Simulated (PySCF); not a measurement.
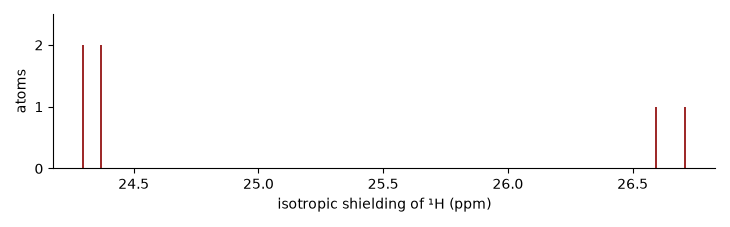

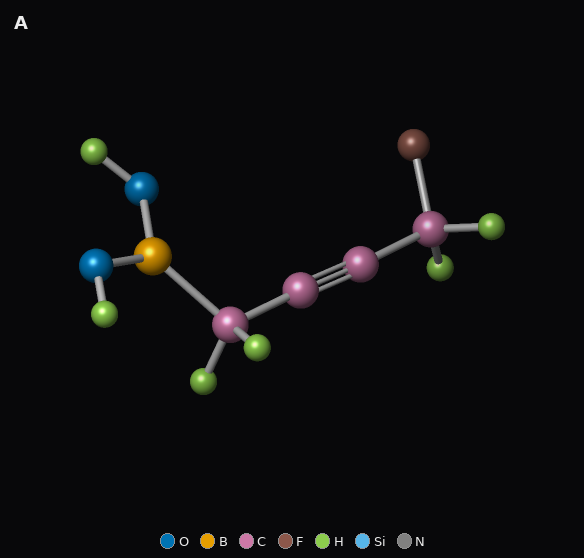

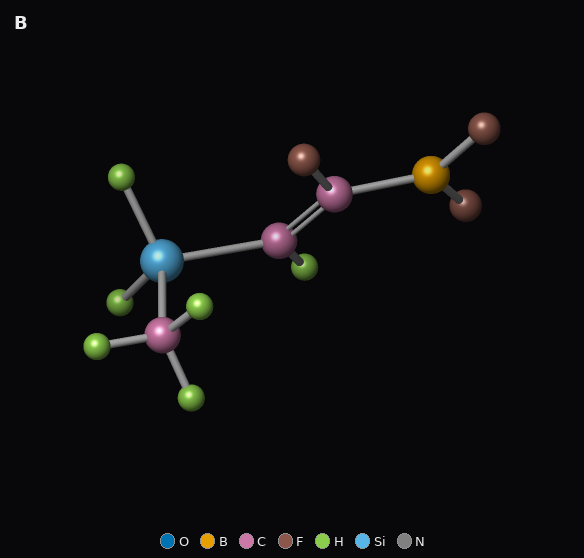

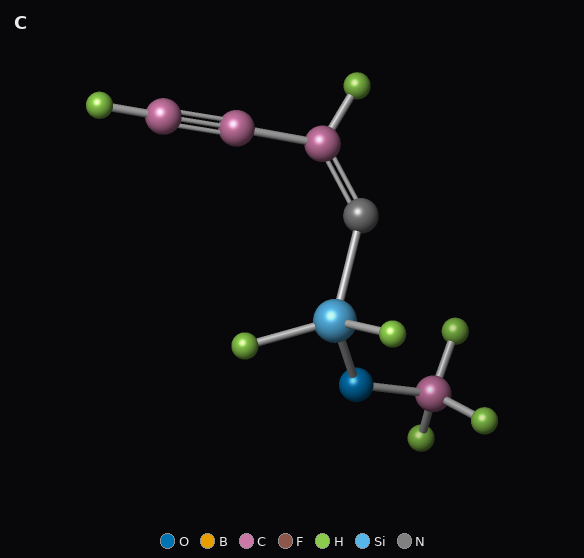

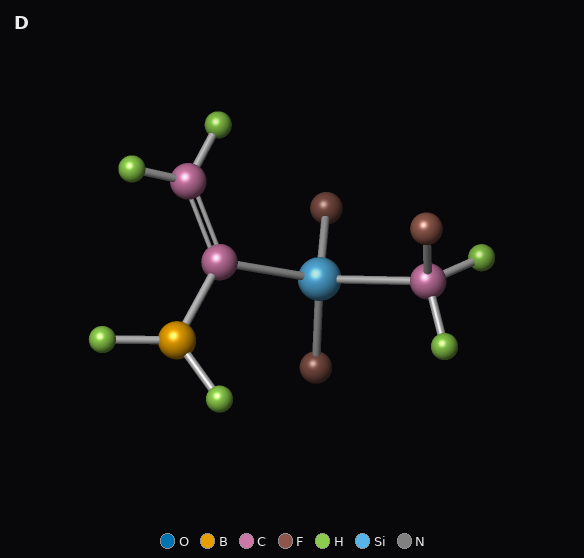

The sticks are computed shieldings of one of the molecules, for one fixed geometry (GFN2-xTB) without averaging over rotations. Low shielding means a high chemical shift. Method: GIAO PBE0/pcSseg-1 NMR shielding, non-relativistic, gas phase (PySCF 2.14.0).

> Match the spectrum to a structure.

D, `BC(=C)[Si](F)(F)CF`. Its 6 H atoms give lines at 24.30 (2 atoms), 24.37 (2 atoms), 26.59, 26.71 ppm.

The geometry is semi-empirical. Around B, Si such bond lengths and angles can be off by a tenth of an ångström or more and by several degrees, and values that hang on the shape move with them.
